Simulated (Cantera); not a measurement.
Input: 1 mol Fe, 17 mol CO, 250 mol N2, at 0.133 bar.

Method: chemical equilibrium by Gibbs-energy minimisation in Cantera with the NASA 1993 tables (ideal gas, pure condensed phases). Candidate condensed phases: C, Fe, Fe(CO)5, FeO, Fe2O3, Fe3O4; 27 gas species. Condensed phases not in the tables: cementite and carbon dissolved in iron. The numbers say what is thermodynamically allowed, not how fast it happens.

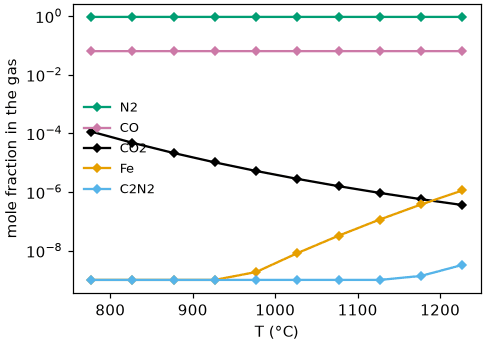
Figure. Equilibrium gas composition (values under 1e-9 drawn at 1e-9)

From 777 °C to 877 °C the condensed part is C(graphite) + Fe(α). At 927 °C the condensed part is C(graphite) + Fe(γ). From 977 °C to 1227 °C the condensed part is Fe(γ).
